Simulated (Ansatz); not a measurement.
Starting cell, Ti (hcp, Mg type):

```
Ti
1.0
    2.93914     0.00000     0.00000
   -1.46957     2.54537     0.00000
    0.00000     0.00000     4.65010
Ti
2
Direct
  0.33333   0.66667   0.75000
  0.66667   0.33333   0.25000
```

A phonon eigenvector at Γ is frozen into this cell: atom i moves by Q times the vector below, so Q is the largest atomic displacement, in Å. The cell is held.

```json
[
 {"atom": "Ti1", "x": "0.000", "y": "0.000", "z": "-1.000"},
 {"atom": "Ti2", "x": "0.000", "y": "0.000", "z": "1.000"}
]
```

The numbers are results of PBE (plane waves to 420 eV, PAW, scalar-relativistic; Ansatz, a program for electronic structure), not measurements. k mesh 18×18×10 (Γ-centred), Fermi-Dirac smearing 0.05 eV. The energy includes the smearing's −TS. Compression counts positive. With partly filled bands, energies and forces of such displacements shift with the k mesh and the smearing. Ti is run without spin polarisation. Ti was relaxed with its symmetry unable to fall. The zero of ΔE is the undisplaced structure.

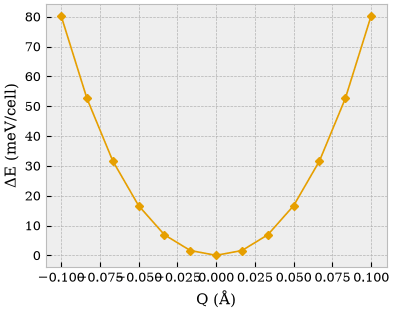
Figure: ΔE (meV/cell) against Q (Å); markers are the computed points, lines only join them.

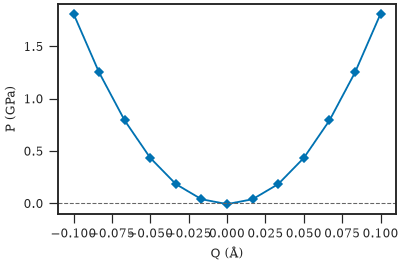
Figure: P (GPa) against Q (Å); computed points joined by lines.

The energy at Q = 0.100 Å is 80 meV/cell. Space group of the distorted cell: P-3m1 (No. 164), lowered from P6_3/mmc. Harmonic wavenumber from the curvature (finite differences): 180 cm⁻¹. Symmetry of the curve: even: the same for both signs. Wavenumber by perturbation theory (DFPT, on another k mesh): 179 cm⁻¹.

E″ = 11.46 eV/Å², M = Σ mᵢ|uᵢ|² = 95.7 u, ν̃ = 521.5·√(|E″|/M).

(A displaced cell: forces are minus the slopes of the energy, force constants its curvatures, and phonons follow from these.)
